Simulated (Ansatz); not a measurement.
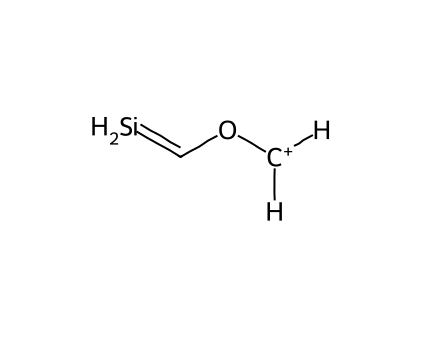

State: charge +1, singlet. The geometry was computed by an optimisation with PBE0-D4/def2-TZVP. No frequency run is at hand to confirm it as a minimum. Method: RKS PBE0-D4/def2-TZVPP (Ansatz 0.2.0).

### Estimate the LUMO energy (Kohn–Sham orbital).

−8.10 eV.

### What is the HOMO energy (Kohn–Sham orbital)?

−12.11 eV.

### Estimate the dispersion correction.

−11.2 kJ/mol.
